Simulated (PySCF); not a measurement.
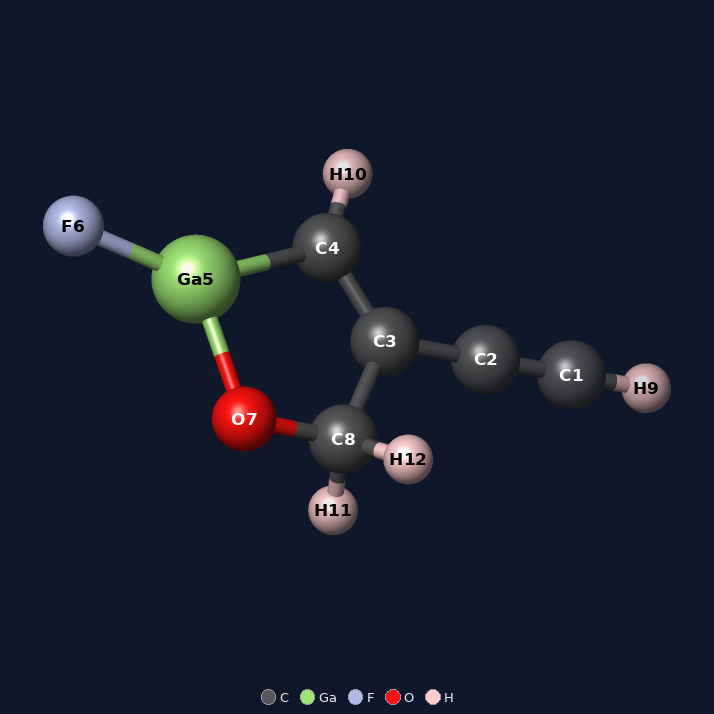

Computed geometry: GFN2-xTB optimisation. No frequency run is at hand to confirm it as a minimum. Electric field gradients from the ground-state density, B3LYP/pcJ-1 (pcSseg-1 on Ga) (PySCF 2.14.0), non-relativistic apart from any core potentials.

Give the largest field-gradient component, the quadrupole coupling constant and the asymmetry for 69Ga at Ga5 (Q = 171 mb), 17O at O7 (Q = −25.6 mb), 2H at H9 (Q = 2.86 mb), 2H at H10 (Q = 2.86 mb), 2H at H11 (Q = 2.86 mb).

```csv
atom,V_zz (a.u.),e²qQ/h (MHz),η
Ga5,2.313,92.9,0.28
O7,1.550,−9.32,0.40
H9,0.381,0.256,0.00
H10,0.330,0.222,0.02
H11,0.276,0.185,0.06
```

The geometry is semi-empirical. Around Ga such bond lengths and angles can be off by a tenth of an ångström or more and by several degrees, and values that hang on the shape move with them.
